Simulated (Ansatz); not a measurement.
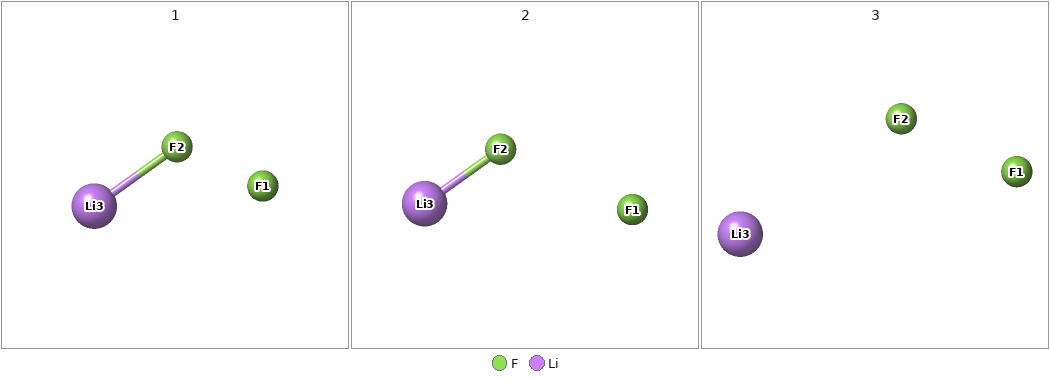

The system F + FLi, spin multiplicity 2. Coordinates scanned: (1) distance F1–F2; (2) distance F2–Li3. Nothing is relaxed (the angle F1–F2–Li3 is fixed at 120 degrees). Grid: 9 × 9 points. All energies are given in kcal/mol relative to the lowest grid point. Level of theory: UKS r2SCAN-D4/def2-TZVPD (Ansatz 0.2.0).

The numbered pictures are structures from this grid.

Question: Which is the most stable, and how do the others follow?

Answer: 2, at distance F1–F2 = 2.336 Å, distance F2–Li3 = 1.504 Å: 4.7 kcal/mol; 1, at distance F1–F2 = 1.519 Å, distance F2–Li3 = 1.638 Å: 33 kcal/mol; 3, at distance F1–F2 = 2.046 Å, distance F2–Li3 = 3.185 Å: 60 kcal/mol.

The map, with the structures marked:

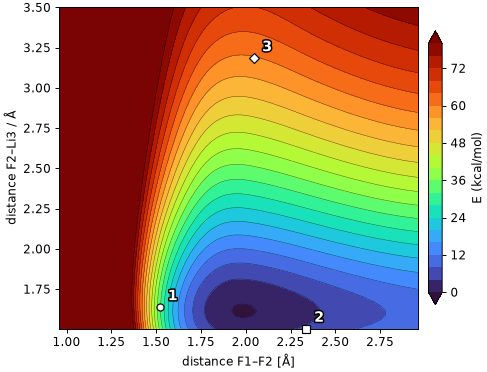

In the figure: filled contours, one colour for all values above the top of the scale. Between grid points the surface is interpolated.
